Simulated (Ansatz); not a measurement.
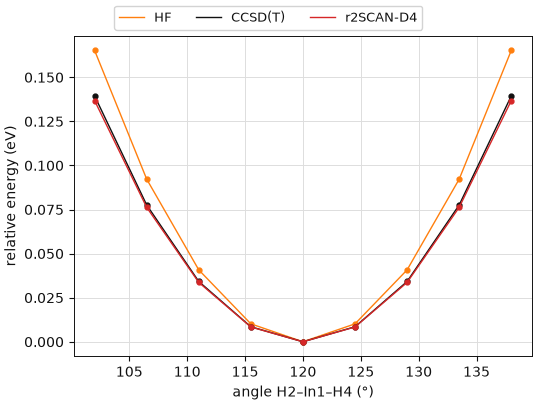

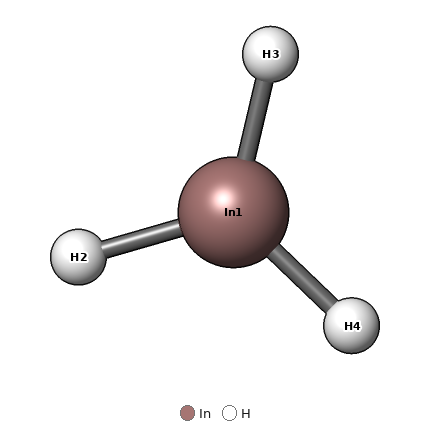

Rigid scan of the bend H2–In1–H4 in InH₃, SMILES [InH3], singlet. The Ansatz code 0.2.0, def2-TZVPP, cores frozen in correlated methods. A bend is scanned from the minimum (PBE0-D4/def2-TZVP); energies less that of the minimum at the same level; the first-named atom and what hangs on it turn in the plane. On heavy atoms the filled d shell below the valence is correlated. Straight lines join the computed points.

How far can the coupled-cluster curve be trusted along the scan?

The calculation's T1 diagnostic reaches at most 0.015 (at 138°), under the customary mark of 0.02, so it gives no sign of multireference character.

Order the curves at 138°, where they differ most.

r2SCAN-D4 0.137, CCSD(T) 0.139, HF 0.165 eV, from lowest to highest.

Give the values at the computed points.

In eV:
```tsv
angle H2–In1–H4 (°)	HF	CCSD(T)	r2SCAN-D4
102	0.165	0.139	0.137
107	0.092	0.078	0.076
111	0.041	0.034	0.034
116	0.010	0.009	0.008
120	0.000	0.000	0.000
125	0.010	0.009	0.008
129	0.041	0.034	0.034
134	0.092	0.078	0.076
138	0.165	0.139	0.137
```

Caveats: spin-orbit coupling is left out, and with In it can shift these energies; core potentials past krypton.
